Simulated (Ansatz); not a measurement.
## SnH$_{2}$SeIF: nudged elastic band

System: SnH$_{2}$SeIF, SMILES [F][SnH]([SeH])[I].
Method: RHF/def2-SVP (Ansatz 0.2.0).

It belongs to a series of runs on one base structure; here: band between the two ends. Figures and captions count atoms from 1; the log counts them from 0 in places.

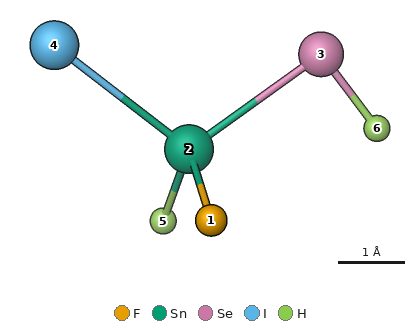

The starting structure (ball-and-stick view, seen at a tilt; atoms are numbered from 1 in the order of the input). Sticks mark near contacts. Bond lengths as drawn: F–Sn 1.92 Å, H–Se 1.46 Å, H–Sn 1.69 Å, I–Sn 2.68 Å and Se–Sn 2.52 Å.

## Input file
```yaml
crystal:
  periodic: [false, false, false]
  atoms:
    - { symbol: F, position_ang: [0.86209, -1.543632, -1.035818] }
    - { symbol: Sn, position_ang: [-0.087492, 0.035257, -0.500388] }
    - { symbol: Se, position_ang: [-0.15139, 0.098048, 2.018239] }
    - { symbol: I, position_ang: [-2.596887, -0.244421, -1.394828] }
    - { symbol: H, position_ang: [0.725792, 1.30724, -1.268213] }
    - { symbol: H, position_ang: [1.289887, 0.283507, 2.134708] }
basis:
  gaussian: { orbitals: def2-SVP }
hamiltonian:
  xc: hf
neb:
  order_check: false
  images: 9
  f_tol: 0.05
  max_iterations: 60
  final_atoms:
    - { symbol: F, position_ang: [1.00599909, -1.45991935, -1.11292098] }
    - { symbol: Sn, position_ang: [0.13982123, 0.16588242, -0.5803341] }
    - { symbol: Se, position_ang: [0.75320282, 0.65507627, 1.81308361] }
    - { symbol: I, position_ang: [-2.47587759, -0.35951814, -0.86420888] }
    - { symbol: H, position_ang: [0.67341719, 1.36650516, -1.64778367] }
    - { symbol: H, position_ang: [-0.05456273, -0.43202736, 2.34586402] }
  initial_path:
    images:
      - { positions_ang: [[0.86209, -1.543632, -1.035818], [-0.087492, 0.035257, -0.500388], [-0.15139, 0.098048, 2.018239], [-2.596887, -0.244421, -1.394828], [0.725792, 1.30724, -1.268213], [1.289887, 0.283507, 2.134708]] }
      - { positions_ang: [[0.8506677, -1.59733937, -1.11679803], [-0.05975754, -0.01154321, -0.50596619], [-0.04949511, -0.01069133, 2.01065736], [-2.58486949, -0.18545168, -1.33246164], [0.76004107, 1.29156055, -1.23533106], [1.12541338, 0.44946404, 2.13359956]] }
      - { positions_ang: [[0.83924539, -1.65104673, -1.19777806], [-0.03202309, -0.05834342, -0.51154437], [0.05239977, -0.11943066, 2.00307572], [-2.57285198, -0.12648236, -1.27009527], [0.79429014, 1.27588109, -1.20244912], [0.96093976, 0.61542108, 2.13249111]] }
      - { positions_ang: [[0.82782309, -1.7047541, -1.27875809], [-0.00428863, -0.10514362, -0.51712256], [0.15429466, -0.22816998, 1.99549408], [-2.56083447, -0.06751305, -1.20772891], [0.82853921, 1.26020164, -1.16956718], [0.79646614, 0.78137812, 2.13138267]] }
      - { positions_ang: [[0.81640079, -1.75846147, -1.35973812], [0.02344583, -0.15194383, -0.52270075], [0.25618954, -0.33690931, 1.98791243], [-2.54881696, -0.00854373, -1.14536255], [0.86278828, 1.24452218, -1.13668524], [0.63199252, 0.94733516, 2.13027423]] }
      - { positions_ang: [[0.80497848, -1.81216883, -1.44071815], [0.05118029, -0.19874404, -0.52827894], [0.35808443, -0.44564864, 1.98033079], [-2.53679945, 0.05042559, -1.08299618], [0.89703735, 1.22884273, -1.1038033], [0.4675189, 1.1132922, 2.12916578]] }
      - { positions_ang: [[0.8451826, -1.74171894, -1.37515872], [0.06890848, -0.12581875, -0.53868997], [0.43710811, -0.22550366, 1.94688136], [-2.52461508, -0.03156316, -1.03923872], [0.85231332, 1.25637522, -1.21259938], [0.36310257, 0.80422829, 2.17250543]] }
      - { positions_ang: [[0.88538673, -1.67126904, -1.30959928], [0.08663666, -0.05289346, -0.549101], [0.51613178, -0.00535868, 1.91343192], [-2.51243071, -0.1135519, -0.99548126], [0.80758929, 1.2839077, -1.32139545], [0.25868624, 0.49516437, 2.21584508]] }
      - { positions_ang: [[0.92559085, -1.60081915, -1.24403985], [0.10436485, 0.02003184, -0.55951204], [0.59515546, 0.21478631, 1.87998249], [-2.50024634, -0.19554065, -0.9517238], [0.76286526, 1.31144019, -1.43019152], [0.15426992, 0.18610046, 2.25918472]] }
      - { positions_ang: [[0.96579497, -1.53036925, -1.17848041], [0.12209304, 0.09295713, -0.56992307], [0.67417914, 0.43493129, 1.84653305], [-2.48806196, -0.2775294, -0.90796634], [0.71814122, 1.33897267, -1.5389876], [0.04985359, -0.12296345, 2.30252437]] }
      - { positions_ang: [[1.00599909, -1.45991935, -1.11292098], [0.13982123, 0.16588242, -0.5803341], [0.75320282, 0.65507627, 1.81308361], [-2.47587759, -0.35951814, -0.86420888], [0.67341719, 1.36650516, -1.64778367], [-0.05456273, -0.43202736, 2.34586402]] }
```

Machine: 2 threads of Intel Xeon (Granite Rapids), 16 GiB of memory available, shared host.

Launch command:
```bash
ansatz run input.yaml --threads 2 --pin off --max-ram 3072MiB --backend cpu --events-out ev --progress --plain --runs-dir out
```

## Output
```
Engine: ansatz 0.2.0, x86_64-unknown-linux-gnu
Functional definition: HF
  exchange = exact_x
  correlation = 0
1323 factors; integrals over basis functions are off by at most 3.2e-4 eV
mean field evaluation 1: about -81908.0930 eV, gradient 3.2e1 eV
mean field evaluation 2: about -81908.1961 eV, gradient 3.2e1 eV
mean field evaluation 4: about -81910.7056 eV, gradient 2.1e0 eV
mean field evaluation 8: about -81910.7461 eV, gradient 7.3e-2 eV
mean field -81910.74616592 eV, -3010.1644004996 hartree, gradient 5.7e-5 eV, S^2 0.000000; 0 other end points of the search recorded, 0 dependent functions left out
the calculation of the forces begins
reference -81910.74616592 eV, -3010.1644004996 hartree; 46, 46 occupied and 62, 62 virtual orbitals, 1323 factors
1323 factors; integrals over basis functions are off by at most 3.5e-4 eV
mean field evaluation 16: about -81910.7170 eV, gradient 2.1e0 eV
mean field -81910.75763825 eV, -3010.1648221000 hartree, gradient 5.7e-5 eV, S^2 0.000000; 0 other end points of the search recorded, 0 dependent functions left out
[... from here on the field's lines of each further geometry are left out, up to the last ...]
NEB iter   1: max|band force component| = 1.969e2 eV/Å  barrier→ = 57.5057 eV  barrier← = 57.5172 eV  Δτ_max = 0.2000 Å  (418 SCF iters)
NEB iter   2: max|band force component| = 1.381e2 eV/Å  barrier→ = 41.5051 eV  barrier← = 41.5166 eV  Δτ_max = 0.2000 Å  (346 SCF iters)
NEB iter   3: max|band force component| = 7.912e1 eV/Å  barrier→ = 16.8997 eV  barrier← = 16.9112 eV  Δτ_max = 0.1986 Å  (363 SCF iters)
NEB iter   4: max|band force component| = 4.618e1 eV/Å  barrier→ = 7.9749 eV  barrier← = 7.9864 eV  Δτ_max = 0.2000 Å  (367 SCF iters)
NEB iter   5: max|band force component| = 2.294e1 eV/Å  barrier→ = 3.3645 eV  barrier← = 3.3759 eV  Δτ_max = 0.1904 Å  (364 SCF iters)
NEB iter   6: max|band force component| = 1.083e1 eV/Å  barrier→ = 1.2783 eV  barrier← = 1.2898 eV  Δτ_max = 0.2000 Å  (363 SCF iters)
NEB iter   7: max|band force component| = 3.830e0 eV/Å  barrier→ = 0.8077 eV  barrier← = 0.8192 eV  Δτ_max = 0.1997 Å  (361 SCF iters)
NEB iter   8: max|band force component| = 2.097e0 eV/Å  barrier→ = 0.5487 eV  barrier← = 0.5602 eV  Δτ_max = 0.2000 Å  (356 SCF iters)
NEB iter   9: max|band force component| = 2.544e0 eV/Å  barrier→ = 0.1969 eV  barrier← = 0.2083 eV  Δτ_max = 0.1021 Å  (355 SCF iters)
NEB iter  10: max|band force component| = 1.257e0 eV/Å  barrier→ = 0.1158 eV  barrier← = 0.1273 eV  Δτ_max = 0.1953 Å  (364 SCF iters)
NEB iter  11: max|band force component| = 3.529e-1 eV/Å  barrier→ = 0.0311 eV  barrier← = 0.0426 eV  CI = image 3  Δτ_max = 0.1697 Å  (359 SCF iters)
NEB iter  12: max|band force component| = 3.615e-1 eV/Å  barrier→ = 0.0339 eV  barrier← = 0.0454 eV  CI = image 6  Δτ_max = 0.0825 Å  (366 SCF iters)
NEB iter  13: max|band force component| = 1.372e-1 eV/Å  barrier→ = 0.0295 eV  barrier← = 0.0409 eV  CI = image 3  Δτ_max = 0.0207 Å  (368 SCF iters)
the calculation of the forces begins
reference -81910.75066855 eV, -3010.1645659681 hartree; 46, 46 occupied and 62, 62 virtual orbitals, 1323 factors
1323 factors; integrals over basis functions are off by at most 4.4e-4 eV
mean field evaluation 1376: about -81910.7167 eV, gradient 2.7e-5 eV
mean field -81910.71672957 eV, -3010.1633187339 hartree, gradient 8.6e-6 eV, S^2 0.000000; 1 other end points of the search recorded, 0 dependent functions left out
the calculation of the forces begins
reference -81910.71672957 eV, -3010.1633187339 hartree; 46, 46 occupied and 62, 62 virtual orbitals, 1323 factors
NEB iter  14: max|band force component| = 4.201e-2 eV/Å  barrier→ = 0.0294 eV  barrier← = 0.0409 eV  CI = image 3  Δτ_max = 0.0000 Å  (949 SCF iters)
```

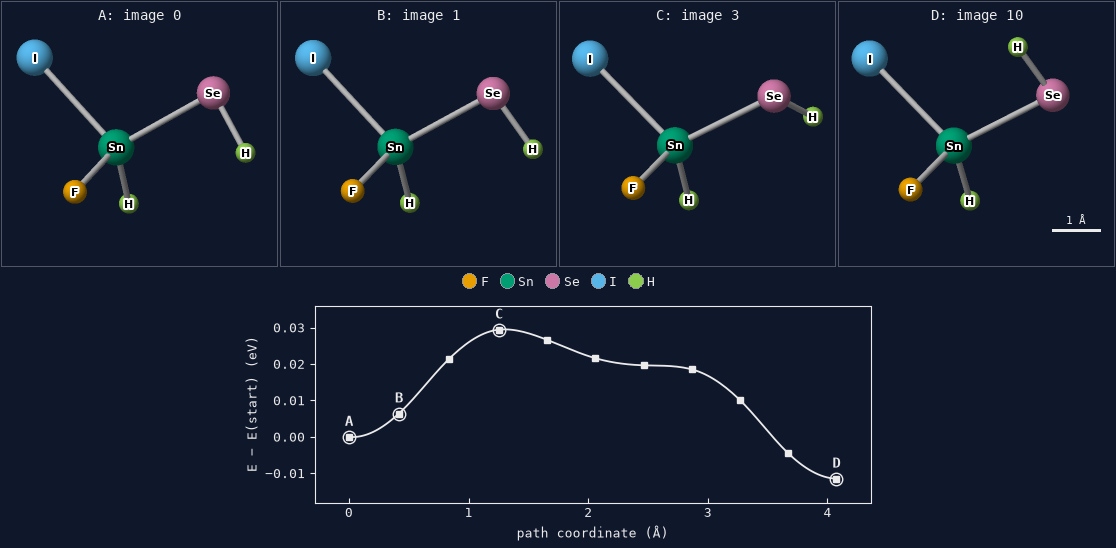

Images of the last band (counted from 0; ball-and-stick, seen at a tilt) above the energy along the path; the line is a cubic interpolation that uses the forces. The highest image is number 3, 0.029 eV above the start and 0.041 eV above the end (the climbing image); the end lies 0.011 eV below the start. The path is 4.07 Å long. The band converged in 14 iterations.

```
Total energy: -81910.71672957 eV, -3010.1633187339 hartree
Atom 0 at     0.724240    -1.685730    -1.296798 Å, force     0.007296    -0.014822    -0.007444 eV/Å
Atom 1 at     0.004620    -0.100864    -0.496872 Å, force    -0.008755     0.012863     0.009379 eV/Å
Atom 2 at     0.271419    -0.394051     1.995647 Å, force    -0.007179    -0.014261    -0.002768 eV/Å
Atom 3 at    -2.562080    -0.070301    -1.276646 Å, force     0.000650    -0.000402    -0.000490 eV/Å
Atom 4 at     0.853234     1.216689    -1.140761 Å, force     0.000261     0.002057     0.000474 eV/Å
Atom 5 at     0.750567     0.970256     2.169130 Å, force     0.007727     0.014565     0.000849 eV/Å
Dipole moment:     0.132560     0.648342     0.249222 e Å
this run last wrote the band of iteration 14 to [file]
```

## The last band as extended XYZ (Å, eV, eV/Å)
```
6
Properties=species:S:1:pos:R:3:forces:R:3 image=0 energy=-81910.74617
F     0.8621   -1.5436   -1.0358    0.0001  -0.0006  -0.0010
Sn   -0.0875    0.0353   -0.5004   -0.0057  -0.0006  -0.0017
Se   -0.1514    0.0980    2.0182    0.0081   0.0014   0.0017
I    -2.5969   -0.2444   -1.3948    0.0039   0.0001   0.0006
H     0.7258    1.3072   -1.2682    0.0010  -0.0002   0.0021
H     1.2899    0.2835    2.1347   -0.0074  -0.0001  -0.0019
6
Properties=species:S:1:pos:R:3:forces:R:3 image=1 energy=-81910.73975
F     0.7995   -1.6009   -1.1531    0.0038   0.0036   0.0069
Sn   -0.0735   -0.0261   -0.4910    0.0062   0.0080   0.0003
Se   -0.0817   -0.0937    2.0285   -0.0266   0.0043  -0.0031
I    -2.5908   -0.1889   -1.3893   -0.0048  -0.0061  -0.0017
H     0.7791    1.2720   -1.1673   -0.0055   0.0011  -0.0047
H     1.2093    0.5736    2.1258    0.0270  -0.0108   0.0022
6
Properties=species:S:1:pos:R:3:forces:R:3 image=2 energy=-81910.72479
F     0.7551   -1.6446   -1.2479    0.0075  -0.0061   0.0032
Sn   -0.0424   -0.0757   -0.4880   -0.0100   0.0238   0.0022
Se    0.0680   -0.2740    2.0244   -0.0069   0.0175  -0.0040
I    -2.5798   -0.1330   -1.3503    0.0053  -0.0081  -0.0024
H     0.8166    1.2429   -1.1166   -0.0080  -0.0039   0.0009
H     1.0244    0.8204    2.1321    0.0121  -0.0233   0.0001
6
Properties=species:S:1:pos:R:3:forces:R:3 image=3 energy=-81910.71673
F     0.7242   -1.6857   -1.2968    0.0073  -0.0148  -0.0074
Sn    0.0046   -0.1009   -0.4969   -0.0088   0.0129   0.0094
Se    0.2714   -0.3941    1.9956   -0.0072  -0.0143  -0.0028
I    -2.5621   -0.0703   -1.2766    0.0006  -0.0004  -0.0005
H     0.8532    1.2167   -1.1408    0.0003   0.0021   0.0005
H     0.7506    0.9703    2.1691    0.0077   0.0146   0.0008
6
Properties=species:S:1:pos:R:3:forces:R:3 image=4 energy=-81910.71954
F     0.7060   -1.7230   -1.3107    0.0105  -0.0276  -0.0147
Sn    0.0594   -0.1067   -0.5141   -0.0119   0.0227   0.0172
Se    0.4641   -0.4307    1.9559    0.0051   0.0206   0.0012
I    -2.5399    0.0076   -1.1754    0.0007   0.0026   0.0043
H     0.8986    1.1850   -1.2196    0.0052   0.0021  -0.0062
H     0.4537    1.0038    2.2175   -0.0096  -0.0204  -0.0018
6
Properties=species:S:1:pos:R:3:forces:R:3 image=5 energy=-81910.72457
F     0.7016   -1.7504   -1.3097    0.0099  -0.0290  -0.0105
Sn    0.1182   -0.0999   -0.5345   -0.0234   0.0249   0.0243
Se    0.6242   -0.3922    1.9213    0.0139  -0.0169  -0.0134
I    -2.5122    0.0867   -1.0436    0.0050   0.0010  -0.0007
H     0.9464    1.1429   -1.3338    0.0071   0.0045  -0.0074
H     0.1638    0.9489    2.2540   -0.0125   0.0155   0.0076
6
Properties=species:S:1:pos:R:3:forces:R:3 image=6 energy=-81910.72652
F     0.7742   -1.7107   -1.3340   -0.0114   0.0416   0.0283
Sn    0.1688   -0.0663   -0.5542    0.0198  -0.0274  -0.0170
Se    0.7999   -0.2716    1.8825    0.0209  -0.0255  -0.0128
I    -2.4924    0.0356   -0.8902   -0.0101   0.0010  -0.0020
H     0.9121    1.1703   -1.4428   -0.0014  -0.0066   0.0002
H    -0.1206    0.7787    2.2925   -0.0178   0.0168   0.0032
6
Properties=species:S:1:pos:R:3:forces:R:3 image=7 energy=-81910.72764
F     0.8868   -1.6322   -1.3379   -0.0083   0.0226   0.0232
Sn    0.2118   -0.0108   -0.5672   -0.0234   0.0049  -0.0301
Se    0.9106   -0.0548    1.8597   -0.0150   0.0042   0.0065
I    -2.4652   -0.0844   -0.7981    0.0369   0.0018   0.0042
H     0.8592    1.2315   -1.5213   -0.0074  -0.0179   0.0057
H    -0.3612    0.4867    2.3185    0.0172  -0.0157  -0.0094
6
Properties=species:S:1:pos:R:3:forces:R:3 image=8 energy=-81910.73609
F     0.9463   -1.5790   -1.2841   -0.0077  -0.0007   0.0098
Sn    0.2185    0.0489   -0.5776    0.0019   0.0090  -0.0045
Se    0.9395    0.2285    1.8348    0.0349   0.0183  -0.0095
I    -2.4481   -0.1857   -0.7601   -0.0021   0.0014   0.0009
H     0.8079    1.2650   -1.5972    0.0064  -0.0028  -0.0079
H    -0.4221    0.1584    2.3379   -0.0334  -0.0252   0.0112
6
Properties=species:S:1:pos:R:3:forces:R:3 image=9 energy=-81910.75067
F     0.9802   -1.5041   -1.2301   -0.0044  -0.0015   0.0086
Sn    0.1870    0.1186   -0.5838   -0.0026   0.0001   0.0028
Se    0.8905    0.4729    1.8109   -0.0027   0.0192  -0.0035
I    -2.4585   -0.2896   -0.7622   -0.0009   0.0050  -0.0035
H     0.7264    1.3315   -1.6338    0.0045   0.0001  -0.0059
H    -0.2835   -0.1934    2.3526    0.0060  -0.0230   0.0016
6
Properties=species:S:1:pos:R:3:forces:R:3 image=10 energy=-81910.75764
F     1.0060   -1.4599   -1.1129    0.0062  -0.0086  -0.0030
Sn    0.1398    0.1659   -0.5803   -0.0093   0.0076   0.0078
Se    0.7532    0.6551    1.8131    0.0029   0.0023  -0.0010
I    -2.4759   -0.3595   -0.8642   -0.0004   0.0003  -0.0015
H     0.6734    1.3665   -1.6478    0.0010  -0.0007   0.0009
H    -0.0546   -0.4320    2.3459   -0.0003  -0.0009  -0.0032
```

## Results in brief

| quantity | value |
| --- | --- |
| outcome | converged |
| barrier, forward | 0.029 eV |
| barrier, backward | 0.041 eV |
| wall time | 3.9 min (CPU time 7.2 min) |
| peak memory | 0.33 GiB |

## Remarks

The order of the saddle point was not checked.
